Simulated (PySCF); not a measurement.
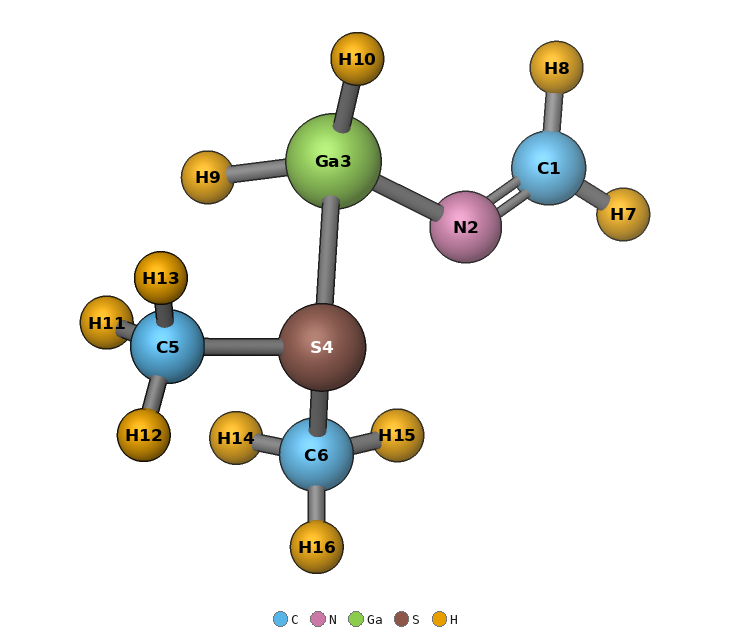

The atoms are numbered. The geometry was computed by an optimisation with PBE0-D3(BJ)/def2-SVP. No frequency run is at hand to confirm it as a minimum.

> How are the neighbours of atom 2 arranged?

N2 has 2 neighbours (C1 at 1.26, Ga3 at 1.90 Å); the arrangement is bent.

> Describe the coordination of atom 5.

C5 has 4 neighbours (S4 at 1.80, H11 at 1.10, H12 at 1.10, H13 at 1.10 Å); the arrangement is tetrahedral.

> What is the geometry at C1?

C1 has 3 neighbours (N2 at 1.26, H7 at 1.11, H8 at 1.11 Å); the arrangement is trigonal planar.

> What is the geometry at C6?

C6 has 4 neighbours (S4 at 1.80, H14 at 1.10, H15 at 1.10, H16 at 1.10 Å); the arrangement is tetrahedral.

> Which bond is the longest?

Ga3–S4, 2.503 Å.

> What is the dihedral angle N2–Ga3–S4–C6?

52° in size, that is gauche.
